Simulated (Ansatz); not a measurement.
**O₂ (singlet): wave-function methods side by side at distance O1–O2 = 1.326 Å, 6-31G**

Aim: climb from Hartree-Fock through coupled cluster and multireference methods for O₂ (singlet) at one geometry and basis, and see what each rung misses.

Computed with Ansatz 0.2.0, Gaussian basis. Level: 6-31G, core rule «outside noble gas», up to 2 orbitals frozen.

The runs, in order: UHF; CCSD(T) on RHF; CCSD(T) on UHF; BCCD(T) on RHF; CISD; CCSDT(Q) on RHF; CCSDT(Q) on UHF; CISDTQ; CCSDTQ on RHF; CCSDTQ on UHF; CASSCF and MRCISD+Q, 2 electrons in 2 orbitals; CASSCF and NEVPT2, 2 electrons in 2 orbitals; CASSCF and MRCISD+Q, 12 electrons in 8 orbitals; CASSCF and NEVPT2, 12 electrons in 8 orbitals; Full CI.

43 further runs of the same task are left out: 10 for a known fault of the program, 26 that didn't finish, 7 set aside as unsound or not needed.

### Step 1. The system

The geometry derives from a PBE0/def2-TZVP stationary point (not a proven minimum). One bond is set to the value named and the two fragments are kept rigid.

2 atoms, charge 0, spin multiplicity 1.

Atoms are counted from 1 here; the program's logs count them from 0.

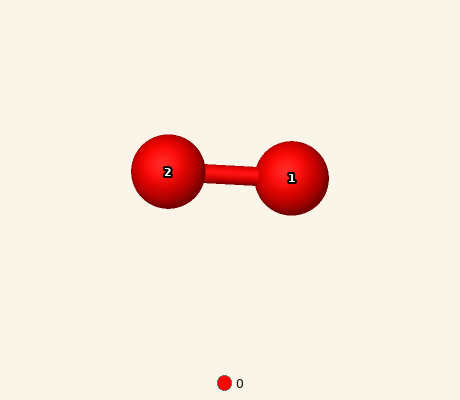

The structure; oxygen red; atoms are numbered from 1 in the order of the file.

Coordinates:

```mol
O2
  3D, bonds by distance, orders not assigned

  2  1  0  0  0  0  0  0  0  0999 V2000
    0.0000    0.0000    0.0000 O   0  0
    0.0000    0.0000    1.3260 O   0  0
  1  2  8  0
M  END
```

In the tables R marks a restricted determinant and U an unrestricted one; 'pair' is the active space of 2 electrons in 2 orbitals; 'valence' is the active space of 12 electrons in 8 orbitals; energies count from the table's Hartree-Fock row.

### Step 2. UHF

Contents of in.yaml:

```yaml
crystal:
  periodic: [false, false, false]
  atoms:
    - {symbol: O, position_ang: [0.000000, 0.000000, 0.000000]}
    - {symbol: O, position_ang: [0.000000, 0.000000, 1.326000]}
basis:
  gaussian: {orbitals: 6-31G}
magnetization: {spin_polarized: true, initial_magnetization: 0}
hamiltonian: {xc: hf}
output: {orbitals: {seedname: orbitals}}
```

Run with:

```bash
ansatz run in.yaml --threads 1 --pin off --events-out ev --progress --plain --max-ram 2393MiB
```

The log of the run:

```text
Functional definition: HF
  name "HF"
  cite "Fock, Z. Phys. 61, 126 (1930) doi:10.1007/BF01340294"
  parent pbe
  exchange = exact_x
  correlation = 0
155 factors; integrals over basis functions are off by at most 9.8e-5 eV
mean field evaluation 1: about -4066.0169 eV, gradient 9.1e0 eV
mean field evaluation 2: about -4066.0293 eV, gradient 9.1e0 eV
mean field evaluation 4: about -4066.4666 eV, gradient 7.7e-1 eV
mean field evaluation 8: about -4066.4666 eV, gradient 3.5e-4 eV
mean field evaluation 16: about -4066.4899 eV, gradient 5.8e-1 eV
mean field evaluation 32: about -4067.8858 eV, gradient 1.3e-1 eV
mean field evaluation 64: about -4068.0959 eV, gradient 2.4e0 eV
mean field evaluation 96: about -4068.0547 eV, gradient 3.4e-1 eV
mean field evaluation 128: about -4066.4666 eV, gradient 2.6e-3 eV
mean field -4068.60641687 eV, -149.5185280195 hartree, gradient 9.1e-6 eV, S^2 1.027555; 9 other end points of the search recorded, 0 dependent functions left out
reference -4068.60641687 eV, -149.5185280195 hartree; 8, 8 occupied and 10, 10 virtual orbitals, 155 factors
Total energy: -4068.60641687 eV, -149.5185280195 hartree
```

It took 0.15 s on 1 thread of Arm Neoverse V2, shared host.

From the report: ⟨S²⟩ of the determinant 1.028 (pure singlet: 0.00). The determinant is far from a pure spin state, so its energy mixes those of several spin states (harmless only where they are near-degenerate, as at dissociation).

The unrestricted solution breaks the spin symmetry, so the restricted determinant is unstable here.

### Step 3. CCSD(T) on RHF

Contents of in.yaml:

```yaml
crystal:
  periodic: [false, false, false]
  atoms:
    - {symbol: O, position_ang: [0.000000, 0.000000, 0.000000]}
    - {symbol: O, position_ang: [0.000000, 0.000000, 1.326000]}
basis:
  gaussian: {orbitals: 6-31G}
magnetization: {spin_polarized: false}
correlation: {method: ccsd_t, electrons: outside_noble_gas}
```

The command is unchanged.

The log of the run, shortened:

```text
Functional definition: HF
  name "HF"
  cite "Fock, Z. Phys. 61, 126 (1930) doi:10.1007/BF01340294"
  parent pbe
[...]
155 factors; integrals over basis functions are off by at most 9.8e-5 eV
[...]
mean field -4066.46655116 eV, -149.4398894050 hartree, gradient 6.3e-6 eV, S^2 0.000000; 2 other end points of the search recorded, 0 dependent functions left out; unrestricted orbitals would lower it
[...]
unrestricted determinant -4068.60641687 eV, -149.5185280195 hartree, S^2 1.0276
2 core orbitals not correlated: weight in the atoms' cores, before any rotation towards them, 1.000 or more for the frozen orbitals, at most 0.000 for the correlated occupied ones
reference -4066.46655116 eV, -149.4398894050 hartree; 6, 6 occupied and 10, 10 virtual orbitals, 155 factors
second order -8.46671650 eV of doubles, -0.00000000 eV of singles
cycle   1  -7.31068902 eV  change    7.6e-1 eV  update   9.7e-2
[...]
cycle  13  -7.93628161 eV  change    8.2e-6 eV  update   1.6e-6
perturbative correction -0.34396972 eV, -0.0126406539 hartree
WARN: the results are in doubt because among natural orbitals full CI differs from the method by -0.102 eV
Total energy: -4074.74680248 eV, -149.7441830286 hartree
In doubt: among natural orbitals full CI differs from the method by -0.102 eV
```

It took 0.18 s on 1 thread of Arm Neoverse V2, shared host.

From the report: correlation -8.2803 eV; T1 0.016; largest double amplitude 0.25. The program marks this result as in doubt; its last lines say why.

### Step 4. CCSD(T) on UHF

Edit in.yaml of step 3 so:

```diff
@@ -7,3 +7,3 @@
   gaussian: {orbitals: 6-31G}
-magnetization: {spin_polarized: false}
+magnetization: {spin_polarized: true, initial_magnetization: 0}
 correlation: {method: ccsd_t, electrons: outside_noble_gas}
```

Launched as before.

The log of the run, shortened:

```text
Functional definition: HF
  name "HF"
  cite "Fock, Z. Phys. 61, 126 (1930) doi:10.1007/BF01340294"
  parent pbe
[...]
155 factors; integrals over basis functions are off by at most 9.8e-5 eV
[...]
mean field -4068.60641687 eV, -149.5185280195 hartree, gradient 1.3e-6 eV, S^2 1.027556; 17 other end points of the search recorded, 0 dependent functions left out
determinant -4068.60641687 eV, -149.5185280195 hartree, with singles and doubles -4075.23335842 eV, -149.7620636296 hartree
determinant -4068.05756822 eV, -149.4983582035 hartree, with singles and doubles -4074.38724950 eV, -149.7309697001 hartree
determinant -4067.88605844 eV, -149.4920553355 hartree, with singles and doubles -4075.22946333 eV, -149.7619204878 hartree
determinant -4066.46655116 eV, -149.4398894050 hartree, with singles and doubles -4074.39559336 eV, -149.7312763314 hartree
determinant -4068.60641687 eV, -149.5185280195 hartree, with singles and doubles -4075.29943667 eV, -149.7644919605 hartree
determinant -4067.88605844 eV, -149.4920553355 hartree, with singles and doubles -4075.25915123 eV, -149.7630114979 hartree
2 core orbitals not correlated: weight in the atoms' cores, before any rotation towards them, 1.000 or more for the frozen orbitals, at most 0.000 for the correlated occupied ones
reference -4068.60641687 eV, -149.5185280195 hartree; 6, 6 occupied and 10, 10 virtual orbitals, 155 factors
second order -5.35909635 eV of doubles, -0.00000000 eV of singles
cycle   1  -6.69302266 eV  change   -2.9e-6 eV  update   6.3e-6
perturbative correction -0.28813494 eV, -0.0105887639 hartree
WARN: the results are in doubt because among natural orbitals full CI differs from the method by +0.627 eV
Total energy: -4075.58757448 eV, -149.7750808295 hartree
In doubt: among natural orbitals full CI differs from the method by +0.627 eV
```

Wall time 0.63 s (1 thread of Arm Neoverse V2, shared host).

From the report: ⟨S²⟩ of the determinant 1.028 (pure singlet: 0.00); correlation -6.9812 eV; T1 0.105; largest double amplitude 0.23. The determinant is far from a pure spin state, so its energy mixes those of several spin states (harmless only where they are near-degenerate, as at dissociation). Mind the lines of doubt at the end of the log.

### Step 5. BCCD(T) on RHF

Contents of in.yaml:

```yaml
crystal:
  periodic: [false, false, false]
  atoms:
    - {symbol: O, position_ang: [0.000000, 0.000000, 0.000000]}
    - {symbol: O, position_ang: [0.000000, 0.000000, 1.326000]}
basis:
  gaussian: {orbitals: 6-31G}
magnetization: {spin_polarized: false}
correlation: {method: bccd_t, electrons: outside_noble_gas}
```

Same command.

The log of the run, shortened:

```text
Functional definition: HF
  name "HF"
  cite "Fock, Z. Phys. 61, 126 (1930) doi:10.1007/BF01340294"
  parent pbe
[...]
155 factors; integrals over basis functions are off by at most 9.8e-5 eV
[...]
mean field -4066.46655116 eV, -149.4398894050 hartree, gradient 6.3e-6 eV, S^2 0.000000; 2 other end points of the search recorded, 0 dependent functions left out; unrestricted orbitals would lower it
[...]
unrestricted determinant -4068.60641687 eV, -149.5185280195 hartree, S^2 1.0276
2 core orbitals not correlated: weight in the atoms' cores, before any rotation towards them, 1.000 or more for the frozen orbitals, at most 0.000 for the correlated occupied ones
reference -4066.46655116 eV, -149.4398894050 hartree; 6, 6 occupied and 10, 10 virtual orbitals, 155 factors
second order -8.46671650 eV of doubles, -0.00000000 eV of singles
cycle   1  -7.32535835 eV  change    7.5e-1 eV  update   9.7e-2
[...]
cycle  13  -7.89951956 eV  change    1.4e-5 eV  update   2.2e-6
perturbative correction -0.37331838 eV, -0.0137191975 hartree
WARN: the results are in doubt because among natural orbitals full CI differs from the method by -0.103 eV
Total energy: -4074.73938910 eV, -149.7439105920 hartree
In doubt: among natural orbitals full CI differs from the method by -0.103 eV
```

Wall time 0.24 s (1 thread of Arm Neoverse V2, shared host).

From the report: correlation -8.2728 eV; largest double amplitude 0.25. The program marks this result as in doubt; its last lines say why.

### Step 6. CISD

Contents of in.yaml:

```yaml
crystal:
  periodic: [false, false, false]
  atoms:
    - {symbol: O, position_ang: [0.000000, 0.000000, 0.000000]}
    - {symbol: O, position_ang: [0.000000, 0.000000, 1.326000]}
basis:
  gaussian: {orbitals: 6-31G}
correlation: {active_space: {ras: {orbitals: [6, 0, 10], electrons: 12, max_holes: 2, max_particles: 2}, fixed_orbitals: true}}
```

Launched as before.

The log of the run:

```text
Functional definition: HF
  name "HF"
  cite "Fock, Z. Phys. 61, 126 (1930) doi:10.1007/BF01340294"
  parent pbe
  exchange = exact_x
  correlation = 0
155 factors; integrals over basis functions are off by at most 9.8e-5 eV
mean field evaluation 1: about -4066.0169 eV, gradient 1.3e1 eV
mean field evaluation 2: about -4066.0293 eV, gradient 1.3e1 eV
mean field evaluation 4: about -4066.4666 eV, gradient 1.1e0 eV
mean field evaluation 8: about -4066.4666 eV, gradient 5.0e-4 eV
mean field evaluation 16: about -4066.4666 eV, gradient 5.9e-3 eV
mean field -4066.46655116 eV, -149.4398894050 hartree, gradient 6.3e-6 eV, S^2 0.000000; 2 other end points of the search recorded, 0 dependent functions left out
reference -4066.46655116 eV, -149.4398894050 hartree; 8, 8 occupied and 10, 10 virtual orbitals, 155 factors
state -4073.74507448 eV, -149.7073702035 hartree
Total energy: -4073.74507448 eV, -149.7073702035 hartree
```

Wall time 0.18 s (1 thread of Arm Neoverse V2, shared host).

From the report: 707 determinants.

### Step 7. CCSDT(Q) on RHF

Contents of in.yaml:

```yaml
crystal:
  periodic: [false, false, false]
  atoms:
    - {symbol: O, position_ang: [0.000000, 0.000000, 0.000000]}
    - {symbol: O, position_ang: [0.000000, 0.000000, 1.326000]}
basis:
  gaussian: {orbitals: 6-31G}
magnetization: {spin_polarized: false}
correlation: {method: ccsdt_q, electrons: outside_noble_gas}
```

The command is unchanged.

The log of the run, shortened:

```text
Functional definition: HF
  name "HF"
  cite "Fock, Z. Phys. 61, 126 (1930) doi:10.1007/BF01340294"
  parent pbe
[...]
273 factors; integrals over basis functions are off by at most 2.6e-8 eV
[...]
mean field -4066.46662889 eV, -149.4398922616 hartree, gradient 6.3e-6 eV, S^2 0.000000; 2 other end points of the search recorded, 0 dependent functions left out; unrestricted orbitals would lower it
[...]
unrestricted determinant -4068.60651479 eV, -149.5185316179 hartree, S^2 1.0276
2 core orbitals not correlated: weight in the atoms' cores, before any rotation towards them, 1.000 or more for the frozen orbitals, at most 0.000 for the correlated occupied ones
reference -4066.46662889 eV, -149.4398922616 hartree; 6, 6 occupied and 10, 10 virtual orbitals, 273 factors
second order -8.46682921 eV of doubles, -0.00000000 eV of singles
cycle   1  -7.31076825 eV  change    7.6e-1 eV  update   1.1e-1
[...]
cycle  19  -8.35529715 eV  change    1.1e-6 eV  update   8.5e-7
perturbative correction -0.22081462 eV, -0.0081147875 hartree
WARN: these amplitudes may be one of several solutions (largest doubles amplitude 0.63, level shift 1.48 eV)
Total energy: -4075.04274066 eV, -149.7550585559 hartree
```

It took 0.69 s on 1 thread of Arm Neoverse V2, shared host.

From the report: correlation -8.5761 eV; T1 0.015; largest double amplitude 0.63. The report flags that the cluster equations may have other roots.

### Step 8. CCSDT(Q) on UHF

Edit in.yaml of step 7 so:

```diff
@@ -7,3 +7,3 @@
   gaussian: {orbitals: 6-31G}
-magnetization: {spin_polarized: false}
+magnetization: {spin_polarized: true, initial_magnetization: 0}
 correlation: {method: ccsdt_q, electrons: outside_noble_gas}
```

Launched as before.

The log of the run, shortened:

```text
Functional definition: HF
  name "HF"
  cite "Fock, Z. Phys. 61, 126 (1930) doi:10.1007/BF01340294"
  parent pbe
[...]
273 factors; integrals over basis functions are off by at most 2.6e-8 eV
[...]
mean field -4068.60651479 eV, -149.5185316179 hartree, gradient 1.3e-6 eV, S^2 1.027556; 17 other end points of the search recorded, 0 dependent functions left out
determinant -4068.60651479 eV, -149.5185316179 hartree, with singles and doubles -4075.23353952 eV, -149.7620702849 hartree
determinant -4068.05765866 eV, -149.4983615274 hartree, with singles and doubles -4074.38741845 eV, -149.7309759091 hartree
determinant -4067.88615757 eV, -149.4920589784 hartree, with singles and doubles -4075.22964200 eV, -149.7619270537 hartree
determinant -4066.46662889 eV, -149.4398922616 hartree, with singles and doubles -4074.39575539 eV, -149.7312822860 hartree
determinant -4068.60651479 eV, -149.5185316179 hartree, with singles and doubles -4075.29961511 eV, -149.7644985181 hartree
determinant -4067.88615757 eV, -149.4920589784 hartree, with singles and doubles -4075.25932993 eV, -149.7630180649 hartree
2 core orbitals not correlated: weight in the atoms' cores, before any rotation towards them, 1.000 or more for the frozen orbitals, at most 0.000 for the correlated occupied ones
reference -4068.60651479 eV, -149.5185316179 hartree; 6, 6 occupied and 10, 10 virtual orbitals, 273 factors
second order -5.35918778 eV of doubles, -0.00000000 eV of singles
cycle   1  -5.36201125 eV  change   -2.8e-3 eV  update   1.2e-1
[...]
cycle   9  -7.29970651 eV  change   -1.9e-7 eV  update   6.7e-8
perturbative correction -0.23489482 eV, -0.0086322254 hartree
WARN: the results are in doubt because among natural orbitals full CI differs from the method by +0.992 eV
Total energy: -4076.14111611 eV, -149.7954231095 hartree
In doubt: among natural orbitals full CI differs from the method by +0.992 eV
```

Wall time 8 s (1 thread of Arm Neoverse V2, shared host).

From the report: ⟨S²⟩ of the determinant 1.028 (pure singlet: 0.00); correlation -7.5346 eV; T1 0.111; largest double amplitude 0.95. The determinant is far from a pure spin state, so its energy mixes those of several spin states (harmless only where they are near-degenerate, as at dissociation). Mind the lines of doubt at the end of the log.

### Step 9. CISDTQ

Contents of in.yaml:

```yaml
crystal:
  periodic: [false, false, false]
  atoms:
    - {symbol: O, position_ang: [0.000000, 0.000000, 0.000000]}
    - {symbol: O, position_ang: [0.000000, 0.000000, 1.326000]}
basis:
  gaussian: {orbitals: 6-31G}
correlation: {active_space: {ras: {orbitals: [6, 0, 10], electrons: 12, max_holes: 4, max_particles: 4}, fixed_orbitals: true}}
```

Same command.

The log of the run:

```text
Functional definition: HF
  name "HF"
  cite "Fock, Z. Phys. 61, 126 (1930) doi:10.1007/BF01340294"
  parent pbe
  exchange = exact_x
  correlation = 0
155 factors; integrals over basis functions are off by at most 9.8e-5 eV
mean field evaluation 1: about -4066.0169 eV, gradient 1.3e1 eV
mean field evaluation 2: about -4066.0293 eV, gradient 1.3e1 eV
mean field evaluation 4: about -4066.4666 eV, gradient 1.1e0 eV
mean field evaluation 8: about -4066.4666 eV, gradient 5.0e-4 eV
mean field evaluation 16: about -4066.4666 eV, gradient 5.9e-3 eV
mean field -4066.46655116 eV, -149.4398894050 hartree, gradient 6.3e-6 eV, S^2 0.000000; 2 other end points of the search recorded, 0 dependent functions left out
reference -4066.46655116 eV, -149.4398894050 hartree; 8, 8 occupied and 10, 10 virtual orbitals, 155 factors
state -4074.86306792 eV, -149.7484557046 hartree
Total energy: -4074.86306792 eV, -149.7484557046 hartree
```

Wall time 3.4 s (1 thread of Arm Neoverse V2, shared host).

From the report: 105,310 determinants.

### Step 10. CCSDTQ on RHF

Contents of in.yaml:

```yaml
crystal:
  periodic: [false, false, false]
  atoms:
    - {symbol: O, position_ang: [0.000000, 0.000000, 0.000000]}
    - {symbol: O, position_ang: [0.000000, 0.000000, 1.326000]}
basis:
  gaussian: {orbitals: 6-31G}
magnetization: {spin_polarized: false}
correlation: {method: ccsdtq, electrons: outside_noble_gas}
```

The command is unchanged.

The log of the run, shortened:

```text
Functional definition: HF
  name "HF"
  cite "Fock, Z. Phys. 61, 126 (1930) doi:10.1007/BF01340294"
  parent pbe
[...]
273 factors; integrals over basis functions are off by at most 2.6e-8 eV
[...]
mean field -4066.46662889 eV, -149.4398922616 hartree, gradient 6.3e-6 eV, S^2 0.000000; 2 other end points of the search recorded, 0 dependent functions left out; unrestricted orbitals would lower it
[...]
unrestricted determinant -4068.60651479 eV, -149.5185316179 hartree, S^2 1.0276
2 core orbitals not correlated: weight in the atoms' cores, before any rotation towards them, 1.000 or more for the frozen orbitals, at most 0.000 for the correlated occupied ones
reference -4066.46662889 eV, -149.4398922616 hartree; 6, 6 occupied and 10, 10 virtual orbitals, 273 factors
second order -8.46682921 eV of doubles, -0.00000000 eV of singles
cycle   1  -7.31076810 eV  change    7.6e-1 eV  update   1.1e-1
[...]
cycle  28  -8.53192164 eV  change   -1.2e-6 eV  update   1.8e-7
WARN: these amplitudes may be one of several solutions (largest doubles amplitude 0.95, level shift 1.48 eV)
Total energy: -4074.99855053 eV, -149.7534345986 hartree
```

Run time: 9.5 s. Hardware: 1 thread of Arm Neoverse V2, shared host.

From the report: correlation -8.5319 eV; T1 0.015; largest double amplitude 0.95. The report flags that the cluster equations may have other roots.

### Step 11. CCSDTQ on UHF

Edit in.yaml of step 10 so:

```diff
@@ -7,3 +7,3 @@
   gaussian: {orbitals: 6-31G}
-magnetization: {spin_polarized: false}
+magnetization: {spin_polarized: true, initial_magnetization: 0}
 correlation: {method: ccsdtq, electrons: outside_noble_gas}
```

Same command.

The log of the run, shortened:

```text
Functional definition: HF
  name "HF"
  cite "Fock, Z. Phys. 61, 126 (1930) doi:10.1007/BF01340294"
  parent pbe
[...]
273 factors; integrals over basis functions are off by at most 2.6e-8 eV
[...]
mean field -4068.60651479 eV, -149.5185316179 hartree, gradient 1.3e-6 eV, S^2 1.027556; 17 other end points of the search recorded, 0 dependent functions left out
determinant -4068.60651479 eV, -149.5185316179 hartree, with singles and doubles -4075.23353952 eV, -149.7620702849 hartree
determinant -4068.05765866 eV, -149.4983615274 hartree, with singles and doubles -4074.38741845 eV, -149.7309759091 hartree
determinant -4067.88615757 eV, -149.4920589784 hartree, with singles and doubles -4075.22964200 eV, -149.7619270537 hartree
determinant -4066.46662889 eV, -149.4398922616 hartree, with singles and doubles -4074.39575539 eV, -149.7312822860 hartree
determinant -4068.60651479 eV, -149.5185316179 hartree, with singles and doubles -4075.29961511 eV, -149.7644985181 hartree
determinant -4067.88615757 eV, -149.4920589784 hartree, with singles and doubles -4075.25932993 eV, -149.7630180649 hartree
2 core orbitals not correlated: weight in the atoms' cores, before any rotation towards them, 1.000 or more for the frozen orbitals, at most 0.000 for the correlated occupied ones
reference -4068.60651479 eV, -149.5185316179 hartree; 6, 6 occupied and 10, 10 virtual orbitals, 273 factors
second order -5.35918778 eV of doubles, -0.00000000 eV of singles
cycle   1  -5.36201125 eV  change   -2.8e-3 eV  update   1.2e-1
[...]
cycle  37  -7.44081525 eV  change    1.1e-7 eV  update   1.2e-7
WARN: the results are in doubt because among natural orbitals full CI differs from the method by +0.959 eV
Total energy: -4076.04733004 eV, -149.7919765347 hartree
In doubt: among natural orbitals full CI differs from the method by +0.959 eV
```

It took 67 s on 1 thread of Arm Neoverse V2, shared host; peak memory 0.61 GiB.

From the report: ⟨S²⟩ of the determinant 1.028 (pure singlet: 0.00); correlation -7.4408 eV; T1 0.115; largest double amplitude 1.09. The determinant is far from a pure spin state, so its energy mixes those of several spin states (harmless only where they are near-degenerate, as at dissociation). The program marks this result as in doubt; its last lines say why.

(Part 1 of 2 ends here.)
